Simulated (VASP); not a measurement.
# 2H-WS2 monolayer and its bilayer, part 2 of 9

What are the lattice, gap and band positions of 2H-WS2 monolayer, and what does a second sheet change?

VASP 6.6.1, plane waves and PAW; the level of theory is named at each step.

So far: The starting structure; Relaxing the monolayer.

### Step 2. Relaxing the monolayer (continued)

Level of this step: r2SCAN with rVV10, no spin polarisation; plane waves and PAW (W, S) (VASP).

From OUTCAR (step 2):

```text
ion  position               nearest neighbor table
   1  0.333  0.667  0.500-   2 2.41   3 2.41   2 2.41   3 2.41   2 2.41   3 2.41
   2  0.667  0.333  0.429-   1 2.41   1 2.41   1 2.41
   3  0.667  0.333  0.571-   1 2.41   1 2.41   1 2.41

  LATTYP: Found a hexagonal cell.
 ALAT       =     3.1800000000
 C/A-ratio  =     6.9182389937

 Subroutine GETGRP returns: Found 12 space group operations
 (whereof 12 operations were pure point group operations)

The static configuration has the point symmetry D_3h.

 Found     19 irreducible k-points:

   k-points           NKPTS =     19   k-points in BZ     NKDIM =     19   number of bands    NBANDS=     15

   dimension x,y,z NGX =    16 NGY =   16 NGZ =  108
   dimension x,y,z NGXF=    32 NGYF=   32 NGZF=  216

   ENCUT  =  350.0 eV  25.72 Ry    5.07 a.u.   4.85  4.85 33.56*2*pi/ulx,y,z

   NELECT =      18.0000    total number of electrons

 k-points in reciprocal lattice and weights: Automatic mesh
   0.00000000  0.00000000  0.00000000       0.007
   0.08333333  0.00000000  0.00000000       0.042
   0.16666667 -0.00000000  0.00000000       0.042
   0.25000000 -0.00000000  0.00000000       0.042
   0.33333333  0.00000000  0.00000000       0.042
   0.41666667 -0.00000000  0.00000000       0.042
   0.50000000 -0.00000000  0.00000000       0.021
   0.08333333  0.08333333  0.00000000       0.042
   0.16666667  0.08333333  0.00000000       0.083
[...]
0.33333333  0.25000000  0.00000000       0.083
   0.33333333  0.33333333  0.00000000       0.014

 dipolmoment           0.000000      0.000000      0.000000 electrons x Angstroem

 average (electrostatic) potential at core
       1 -53.9943       2 -97.0680       3 -97.0680

 E-fermi :  -2.6021

 k-point     1 :       0.0000    0.0000    0.0000
  band No.  band energies     occupation
    ...
      5      -5.7481      2.00000
      6      -4.9669      2.00000
      7      -4.4485      2.00000
      8      -4.4485      2.00000
      9      -2.7700      2.00000
     10       0.4114      0.00000
     11       0.4114      0.00000
     12       0.5637      0.00000
     13       0.5637      0.00000
     14       2.9212      0.00000
    ...

 k-point     2 :       0.0833    0.0000    0.0000
  band No.  band energies     occupation
    ...
      5      -5.6297      2.00000
      6      -5.3948      2.00000
      7      -4.6368      2.00000
      8      -4.2300      2.00000
      9      -2.8315      2.00000
     10       0.2817      0.00000
     11       0.3252      0.00000
     12       0.4534      0.00000
     13       0.6334      0.00000
     14       3.1590      0.00000
    ...

 k-point     3 :       0.1667   -0.0000    0.0000
  band No.  band energies     occupation
    ...
      5      -6.0771      2.00000
      6      -5.3034      2.00000
      7      -5.0777      2.00000
      8      -4.2092      2.00000
      9      -3.1060      2.00000
     10      -0.1394      0.00000
     11       0.2135      0.00000
     12       0.3643      0.00000
     13       1.1430      0.00000
     14       3.6111      0.00000
    ...

  Total       -0.0020166     -0.0020166     -0.0250462     -0.0000000      0.0000000      0.0000000
  in kB       -0.0169254     -0.0169254     -0.2102100     -0.0000000      0.0000000      0.0000000
  external PRESSURE =      -0.0813536 kB  Pullay stress =       0.0000000 kB

  energy-cutoff  :      350.00
  volume of cell :      190.90
      direct lattice vectors                 reciprocal lattice vectors
     3.165355739  0.000000000  0.000000000     0.315920257  0.182396646  0.000000000
    -1.582677870  2.741278482  0.000000000     0.000000000  0.364793291  0.000000000
     0.000000000  0.000000000 22.000000000     0.000000000  0.000000000  0.045454545

 POSITION                                       TOTAL-FORCE (eV/Angst)
 -----------------------------------------------------------------------------------
     -0.00000      1.82752     11.00000         0.000000     -0.000000      0.000000
      1.58268      0.91376      9.43835         0.000000     -0.000000     -0.010932
      1.58268      0.91376     12.56165        -0.000000      0.000000      0.010932
 -----------------------------------------------------------------------------------
    total drift:                                0.000001     -0.000000      0.000000

  FREE ENERGIE OF THE ION-ELECTRON SYSTEM (eV)
  ---------------------------------------------------
  free  energy   TOTEN  =       -69.6162934751 eV

  energy  without entropy=      -69.6162934751  energy(sigma->0) =      -69.61629348

 reached required accuracy - stopping structural energy minimisation

 vacuum level on the upper side and lower side of the slab         3.175         3.175

 total charge
# of ion       s       p       d       tot
------------------------------------------
    1        0.548   0.726   4.284   5.557
    2        1.349   2.385   0.000   3.734
    3        1.349   2.385   0.000   3.734
--------------------------------------------------
tot          3.246   5.496   4.284  13.026

[... 3 further parts left out ...]
```

CONTCAR:

```
WS2
   1.00000000000000
     3.1653557393534779    0.0000000000000000    0.0000000000000000
    -1.5826778696767390    2.7412784822609479    0.0000000000000000
     0.0000000000000000    0.0000000000000000   22.0000000000000000
  W               S
     1     2
Direct
     0.3333333332999970    0.6666666667000030    0.5000000000000000
     0.6666666667000030    0.3333333332999970    0.4290157803561929
     0.6666666667000030    0.3333333332999970    0.5709842196438072
```

This run has no spin polarisation, although W can carry a moment. The gap is read on the k-mesh alone, so it is an upper bound where the band edges lie off the mesh. The PAW data sets were made with PBE, which is usual practice but a small mismatch for other functionals. The data set W keeps the semicore shell frozen, which is cheaper and a little less accurate. The run keeps the 12 symmetry operations of its start, so it cannot find a distortion of lower symmetry.

The steps of the relaxation:

| step | energy less that of the first step (eV) | largest force (eV/Å) | pressure (GPa) | volume (Å³) |
| --- | --- | --- | --- | --- |
| 1 | 0.0000 | 0.1670 | -0.54 | 192.67 |
| 2 | -0.0004 | 0.1816 | 0.51 | 189.27 |
| 3 | -0.0038 | 0.0109 | -0.01 | 190.90 |

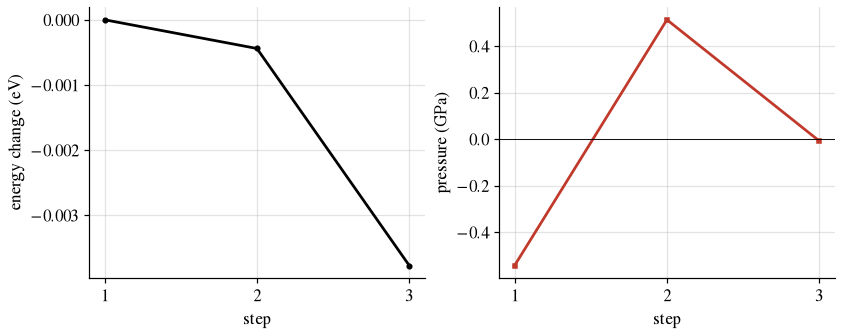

Energy and pressure along the relaxation.

| cell as run | before | after | change |
| --- | --- | --- | --- |
| a (Å) | 3.180 | 3.165 | -0.5 % |
| b (Å) | 3.180 | 3.165 | -0.5 % |

Final coordinates:

```
W S
1.0
     3.16536    0.00000    0.00000
    -1.58268    2.74128    0.00000
     0.00000    0.00000   22.00000
W S
1 2
Direct
  0.33333 0.66667 0.50000
  0.66667 0.33333 0.42902
  0.66667 0.33333 0.57098
```

Numbers from this step:

| Quantity | Value |
| --- | --- |
| electronic cycles | 44 |
| electrons | 18 |
| free energy (TOTEN) | -69.6163 eV |
| Fermi energy | -2.602 eV |
| metallic | no |
| dipole moment | 0, 0, 0 e·Å |
| gap on the k-mesh | 1.990 eV |
| least direct gap on the k-mesh | 1.990 eV |

The run ended after 3 ionic steps, 0.004 eV below its first step, once forces and stress met EDIFFG = -0.015.

### Step 3. A second relaxation

The plane waves were chosen for the start cell, so the relaxation is repeated from its end.

The input, INCAR:

```
SYSTEM = WS2
PREC = Normal
ENCUT = 350
EDIFF = 1E-06
NELM = 120
ISMEAR = 0
SIGMA = 0.03
LREAL = .FALSE.
ALGO = Normal
METAGGA = R2SCAN
LUSE_VDW = .TRUE.
IVDW_NL = 2
BPARAM = 11.95
CPARAM = 0.0093
LASPH = .TRUE.
NBANDS = 15
LORBIT = 11
LWAVE = .FALSE.
LCHARG = .FALSE.
KPAR = 4
IBRION = 2
NSW = 30
ISIF = 3
EDIFFG = -0.015
POTIM = 0.4
IDIPOL = 3
LDIPOL = .TRUE.
DIPOL = 0.5 0.5 0.5
LATTICE_CONSTRAINTS = .TRUE. .TRUE. .FALSE.
```

The input, POSCAR:

```
WS2
1.0
    3.1653557394      0.0000000000      0.0000000000
   -1.5826778697      2.7412784823      0.0000000000
    0.0000000000      0.0000000000     22.0000000000
W S
1 2
Direct
    0.3333333333      0.6666666667      0.5000000000
    0.6666666667      0.3333333333      0.4290157804
    0.6666666667      0.3333333333      0.5709842196
```

The input, KPOINTS:

```
Automatic mesh
0
Gamma
12 12 1
0 0 0
```

PAW data sets: W and S (PBE family, release 64).

The run is started by

```console
$ mpirun -np 4 vasp_std
```

The program printed:

```text
[banner, memory and clock lines left out]
running    4 mpi-ranks, on    1 nodes
 distrk:  each k-point on    1 cores,    4 groups
 distr:  one band on    1 cores,    1 groups

 POSCAR found type information on POSCAR W S
 POSCAR found :  2 types and       3 ions
 [... a notice as in an earlier step ...]

 [... a notice as in an earlier step ...]

 LDA part: xc-table for (None), standard interpolation
 POSCAR, INCAR and KPOINTS ok, starting setup
 FFT: planning ... GRIDC
 FFT: planning ... GRID_SOFT
 FFT: planning ... GRID
 WAVECAR not read
 entering main loop
       N       E                     dE             d eps       ncg     rms          rms(c)
Total rVV10 correction in eV:      0.5099638    23.6031916
Total rVV10 correction in eV:      0.5099638    23.6031916
Total rVV10 correction in eV:      0.5099638    23.6031916
Total rVV10 correction in eV:      0.5099638    23.6031916
DAV:   1     0.644805049305E+02    0.64481E+02   -0.51914E+03   570   0.656E+02
DAV:   2    -0.602995175250E+02   -0.12478E+03   -0.11618E+03   902   0.162E+02
DAV:   3    -0.727903179862E+02   -0.12491E+02   -0.12392E+02   816   0.627E+01
DAV:   4    -0.730078312506E+02   -0.21751E+00   -0.21710E+00   697   0.978E+00
DAV:   5    -0.730136531128E+02   -0.58219E-02   -0.58210E-02   840   0.153E+00    0.268E+01
Total rVV10 correction in eV:      0.5116573    23.6042197
Total rVV10 correction in eV:      0.5116573    23.6042197
Total rVV10 correction in eV:      0.5116573    23.6042197
Total rVV10 correction in eV:      0.5116573    23.6042197
DAV:   6    -0.697256310110E+02    0.32880E+01   -0.36253E+00   781   0.139E+01    0.136E+01
Total rVV10 correction in eV:      0.5064543    23.6053636
Total rVV10 correction in eV:      0.5064543    23.6053636
Total rVV10 correction in eV:      0.5064543    23.6053636
Total rVV10 correction in eV:      0.5064543    23.6053636
DAV:   7    -0.696723847703E+02    0.53246E-01   -0.10612E+00   752   0.902E+00    0.677E+00
Total rVV10 correction in eV:      0.5086416    23.6053302
Total rVV10 correction in eV:      0.5086416    23.6053302
Total rVV10 correction in eV:      0.5086416    23.6053302
Total rVV10 correction in eV:      0.5086416    23.6053302
DAV:   8    -0.696108815644E+02    0.61503E-01   -0.19093E-01   759   0.364E+00    0.564E-01
Total rVV10 correction in eV:      0.5105076    23.6050610
Total rVV10 correction in eV:      0.5105076    23.6050610
Total rVV10 correction in eV:      0.5105076    23.6050610
Total rVV10 correction in eV:      0.5105076    23.6050610
DAV:   9    -0.696123265276E+02   -0.14450E-02   -0.25244E-02   745   0.121E+00    0.436E-01
Total rVV10 correction in eV:      0.5119319    23.6049240
Total rVV10 correction in eV:      0.5119319    23.6049240
Total rVV10 correction in eV:      0.5119319    23.6049240
Total rVV10 correction in eV:      0.5119319    23.6049240
DAV:  10    -0.696130941323E+02   -0.76760E-03   -0.65823E-03   711   0.538E-01    0.239E-01
Total rVV10 correction in eV:      0.5122937    23.6048220
Total rVV10 correction in eV:      0.5122937    23.6048220
Total rVV10 correction in eV:      0.5122937    23.6048220
Total rVV10 correction in eV:      0.5122937    23.6048220
DAV:  11    -0.696134731967E+02   -0.37906E-03   -0.39177E-04   773   0.149E-01    0.223E-01
Total rVV10 correction in eV:      0.5135939    23.6044984
Total rVV10 correction in eV:      0.5135939    23.6044984
Total rVV10 correction in eV:      0.5135939    23.6044984
Total rVV10 correction in eV:      0.5135939    23.6044984
DAV:  12    -0.696144090337E+02   -0.93584E-03   -0.48850E-04   682   0.154E-01    0.911E-02
Total rVV10 correction in eV:      0.5135820    23.6044421
Total rVV10 correction in eV:      0.5135820    23.6044421
Total rVV10 correction in eV:      0.5135820    23.6044421
Total rVV10 correction in eV:      0.5135820    23.6044421
DAV:  13    -0.696144159373E+02   -0.69036E-05   -0.69155E-05   731   0.569E-02    0.280E-02
Total rVV10 correction in eV:      0.5146082    23.6039112
Total rVV10 correction in eV:      0.5146082    23.6039112
Total rVV10 correction in eV:      0.5146082    23.6039112
Total rVV10 correction in eV:      0.5146082    23.6039112
DAV:  14    -0.696150830791E+02   -0.66714E-03   -0.33872E-04   661   0.111E-01    0.501E-02
Total rVV10 correction in eV:      0.5148416    23.6037149
Total rVV10 correction in eV:      0.5148416    23.6037149
Total rVV10 correction in eV:      0.5148416    23.6037149
Total rVV10 correction in eV:      0.5148416    23.6037149
DAV:  15    -0.696152450032E+02   -0.16192E-03   -0.25105E-05   703   0.343E-02    0.360E-02
Total rVV10 correction in eV:      0.5150134    23.6034941
Total rVV10 correction in eV:      0.5150134    23.6034941
Total rVV10 correction in eV:      0.5150134    23.6034941
Total rVV10 correction in eV:      0.5150134    23.6034941
DAV:  16    -0.696154080110E+02   -0.16301E-03   -0.36979E-05   675   0.353E-02    0.129E-02
Total rVV10 correction in eV:      0.5150811    23.6033108
Total rVV10 correction in eV:      0.5150811    23.6033108
Total rVV10 correction in eV:      0.5150811    23.6033108
Total rVV10 correction in eV:      0.5150811    23.6033108
DAV:  17    -0.696155046309E+02   -0.96620E-04   -0.37298E-05   689   0.347E-02    0.726E-03
Total rVV10 correction in eV:      0.5150800    23.6032406
Total rVV10 correction in eV:      0.5150800    23.6032406
Total rVV10 correction in eV:      0.5150800    23.6032406
Total rVV10 correction in eV:      0.5150800    23.6032406
DAV:  18    -0.696155358984E+02   -0.31268E-04   -0.72097E-06   743   0.149E-02    0.649E-03
Total rVV10 correction in eV:      0.5150707    23.6032003
Total rVV10 correction in eV:      0.5150707    23.6032003
Total rVV10 correction in eV:      0.5150707    23.6032003
Total rVV10 correction in eV:      0.5150707    23.6032003
DAV:  19    -0.696155520528E+02   -0.16154E-04   -0.29289E-06   691   0.113E-02    0.223E-03
Total rVV10 correction in eV:      0.5150682    23.6031954
Total rVV10 correction in eV:      0.5150682    23.6031954
Total rVV10 correction in eV:      0.5150682    23.6031954
Total rVV10 correction in eV:      0.5150682    23.6031954
DAV:  20    -0.696155550201E+02   -0.29673E-05   -0.24952E-07   642   0.433E-03    0.222E-03
Total rVV10 correction in eV:      0.5150670    23.6031954
Total rVV10 correction in eV:      0.5150670    23.6031954
Total rVV10 correction in eV:      0.5150670    23.6031954
Total rVV10 correction in eV:      0.5150670    23.6031954
DAV:  21    -0.696155533382E+02    0.16819E-05   -0.17822E-07   544   0.457E-03    0.557E-04
Total rVV10 correction in eV:      0.5150663    23.6031975
Total rVV10 correction in eV:      0.5150663    23.6031975
Total rVV10 correction in eV:      0.5150663    23.6031975
Total rVV10 correction in eV:      0.5150663    23.6031975
DAV:  22    -0.696155555779E+02   -0.22396E-05   -0.22205E-07   523   0.499E-03    0.839E-04
Total rVV10 correction in eV:      0.5150659    23.6031984
Total rVV10 correction in eV:      0.5150659    23.6031984
Total rVV10 correction in eV:      0.5150659    23.6031984
Total rVV10 correction in eV:      0.5150659    23.6031984
DAV:  23    -0.696155566819E+02   -0.11040E-05   -0.27308E-08   607   0.165E-03    0.652E-04
Total rVV10 correction in eV:      0.5150659    23.6031987
Total rVV10 correction in eV:      0.5150659    23.6031987
Total rVV10 correction in eV:      0.5150659    23.6031987
Total rVV10 correction in eV:      0.5150659    23.6031987
DAV:  24    -0.696155553958E+02    0.12861E-05   -0.35221E-08   502   0.201E-03    0.287E-04
Total rVV10 correction in eV:      0.5150658    23.6031993
Total rVV10 correction in eV:      0.5150658    23.6031993
Total rVV10 correction in eV:      0.5150658    23.6031993
Total rVV10 correction in eV:      0.5150658    23.6031993
DAV:  25    -0.696155555599E+02   -0.16411E-06   -0.28719E-08   460   0.189E-03
Total rVV10 correction in eV:      0.5150653    23.6032000
Total rVV10 correction in eV:      0.5150653    23.6032000
Total rVV10 correction in eV:      0.5150653    23.6032000
Total rVV10 correction in eV:      0.5150653    23.6032000
Total rVV10 correction in eV:      0.5150656    23.6031997
Total rVV10 correction in eV:      0.5150656    23.6031997
Total rVV10 correction in eV:      0.5150656    23.6031997
Total rVV10 correction in eV:      0.5150656    23.6031997
   1 F= -.69615556E+02 E0= -.69615556E+02  d E =-.696156E+02
 curvature:   0.00 expect dE= 0.000E+00 dE for cont linesearch  0.000E+00
 trial: gam= 0.00000 g(F)=  0.917E-05 g(S)=  0.412E-06 ort = 0.000E+00 (trialstep = 0.100E+01)
 search vector abs. value=  0.958E-05
 reached required accuracy - stopping structural energy minimisation
```

The job ended after 87 s (4 MPI ranks of Intel Xeon Platinum 8488C (Sapphire Rapids), shared host; peak memory 1.1 GiB).

Parts of OUTCAR (step 3):

```text
  LATTYP: Found a hexagonal cell.
 ALAT       =     3.1653557394
 C/A-ratio  =     6.9502456631

The static configuration has the point symmetry D_3h.

 Found     19 irreducible k-points:

   dimension x,y,z NGX =    14 NGY =   14 NGZ =  108
   dimension x,y,z NGXF=    28 NGYF=   28 NGZF=  216

   ENCUT  =  350.0 eV  25.72 Ry    5.07 a.u.   4.83  4.83 33.56*2*pi/ulx,y,z

   NELECT =      18.0000    total number of electrons

 E-fermi :  -2.6029

 k-point     1 :       0.0000    0.0000    0.0000
  band No.  band energies     occupation
    ...
      5      -5.7487      2.00000
      6      -4.9676      2.00000
      7      -4.4491      2.00000
      8      -4.4491      2.00000
      9      -2.7708      2.00000
     10       0.4110      0.00000
     11       0.4111      0.00000
     12       0.5631      0.00000
     13       0.5631      0.00000
     14       2.9128      0.00000
    ...

 k-point     2 :       0.0833    0.0000    0.0000
  band No.  band energies     occupation
    ...
      5      -5.6305      2.00000
      6      -5.3955      2.00000
      7      -4.6376      2.00000
      8      -4.2307      2.00000
      9      -2.8323      2.00000
     10       0.2809      0.00000
     11       0.3245      0.00000
     12       0.4526      0.00000
     13       0.6327      0.00000
     14       3.1490      0.00000
    ...

  Total       -0.0040036     -0.0040036     -0.0267733      0.0000000      0.0000000      0.0000000
  in kB       -0.0336016     -0.0336016     -0.2247055      0.0000000      0.0000000      0.0000000
  external PRESSURE =      -0.0973029 kB  Pullay stress =       0.0000000 kB

 POSITION                                       TOTAL-FORCE (eV/Angst)
 -----------------------------------------------------------------------------------
     -0.00000      1.82752     11.00000         0.000000      0.000000      0.000000
      1.58268      0.91376      9.43835        -0.000000     -0.000000     -0.010898
      1.58268      0.91376     12.56165        -0.000000      0.000000      0.010898
 -----------------------------------------------------------------------------------
    total drift:                               -0.000002      0.000001      0.000000

  FREE ENERGIE OF THE ION-ELECTRON SYSTEM (eV)
  ---------------------------------------------------
  free  energy   TOTEN  =       -69.6155555599 eV

  energy  without entropy=      -69.6155555599  energy(sigma->0) =      -69.61555556

 vacuum level on the upper side and lower side of the slab         3.192         3.192

 total charge
# of ion       s       p       d       tot
------------------------------------------
    1        0.548   0.726   4.285   5.558
    2        1.349   2.385   0.000   3.734
    3        1.349   2.385   0.000   3.734
--------------------------------------------------
tot          3.246   5.496   4.285  13.027

[... 5 parts as in an earlier step ...]

[... 7 further parts left out ...]
```

CONTCAR:

```
WS2
   1.00000000000000
     3.1653557393999998    0.0000000000000000    0.0000000000000000
    -1.5826778696999999    2.7412784822999998    0.0000000000000000
     0.0000000000000000    0.0000000000000000   22.0000000000000000
  W               S
     1     2
Direct
     0.3333333332999970    0.6666666667000030    0.5000000000000000
     0.6666666667000030    0.3333333332999970    0.4290157804000003
     0.6666666667000030    0.3333333332999970    0.5709842195999997
```

Little changed from the start: no atom moved by 0.005 Å and no cell edge by 0.1 %.

This step gave:

| Item | Value |
| --- | --- |
| electronic cycles | 25 |
| free energy (TOTEN) | -69.6156 eV |
| Fermi energy | -2.603 eV |

The start already met the threshold, so nothing moved.

(Part 2 of 9 ends here.)

[Lines on the potential files, build, host, timing and source positions are cut from VASP's logs without a mark.]

[Logs are printed without paths, hosts, clocks, repeated set-up lines and the standing remarks that a program may print on its own settings, such as how far it seeks lower states.]

[Hosts, paths, dates, database ids (printed as entryN), source tags and the programs' standing remarks are cut or masked in the printed files.]

[Runs that stopped without an error message from VASP are left out.]
